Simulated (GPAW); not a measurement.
MoS2 (P6_3/mmc): refractive index against wavelength

The refractive index of MoS2 (P6_3/mmc) along x below the direct gap (1.64 eV on the mesh) is read from one computed spectrum, n = √(Re ε). x, y and z are the Cartesian axes of the input cell.

Cell: a, b, c = 3.169, 3.169, 12.324 Å (primitive vectors), 6 atoms.

Method: GPAW 26.7.0, LDA, RPA, k-mesh 12×12×3, local fields up to 50 eV, Lorentzian half width 0.15 eV.

Launch of the response step: `OMP_NUM_THREADS=1 python df.py`. The run took 14.7 min, its band step included, on 1 thread of Arm Neoverse V1, on a shared host.

```tsv
wavelength (nm)	photon energy E (eV)	n
3000	0.413	3.7763
2000	0.620	3.8133
1550	0.800	3.8607
1310	0.946	?
1064	1.165	4.0151
```

In the single-oscillator model n² − 1 = E₀E_d/(E₀² − E²), so 1/(n² − 1) = E₀/E_d − E²/(E₀E_d) is linear in E².

Working, on the rows shown:

| x = E² (eV²) | y = 1/(n² − 1) |
| --- | --- |
| 0.170801 | 0.0754123 |
| 0.384302 | 0.0738484 |
| 0.639837 | 0.0719166 |
| 1.35784 | 0.0661331 |

Means: x̄ = 0.6382, ȳ = 0.071828. Σ(x − x̄)(y − ȳ) = -0.006286, Σ(x − x̄)² = 0.8008. Slope = -0.006286 / 0.8008 = -0.00785; intercept = ȳ − slope · x̄ = 0.076837. Turned back into n, the line misses the rows shown by at most 0.0026.

**Question.** Predict the last column of the withheld row from the fit.

**Answer.** At x = 0.89576 the line gives y = 0.069806, that is 3.9148. The run gave 3.9116, so the interpolation is off by 0.0032, 1.3 % of the range in the table.

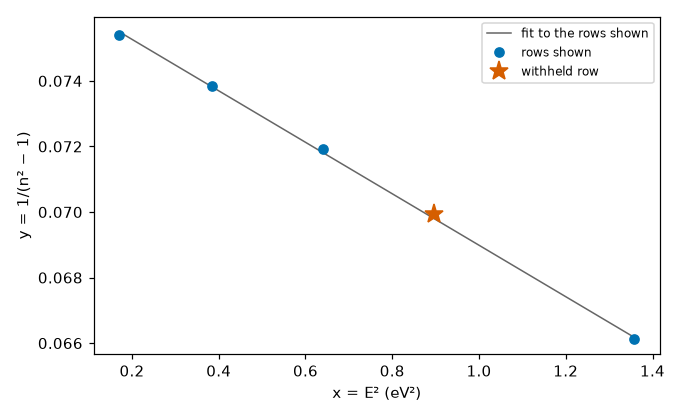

Refitted with all rows, the slope is -0.007821 and the intercept 0.076842. These give E₀ = √(intercept/−slope) = 3.13 eV and E_d = E₀/intercept = 40.8 eV; E₀ is 1.9 times the direct gap. The electronic limit at long wavelengths, without lattice vibrations, is n = √(1 + 1/intercept) = 3.744. The cell comes from an older database entry, whose edges can be off by a per cent or so. Excitons are left out; LDA gaps are as a rule too small. The values come from a sum over the points of one k-mesh and carry its error, which grows as the direct gap shrinks. This version of GPAW has incomplete matrix elements in the optical limit, which can lower ε − 1 by up to a tenth where first-row anions or d states rule. Spin-orbit coupling is left out.

[Logs are printed without paths, hosts, clocks, repeated set-up lines and the standing remarks that a program may print on its own settings, such as how far it seeks lower states.]
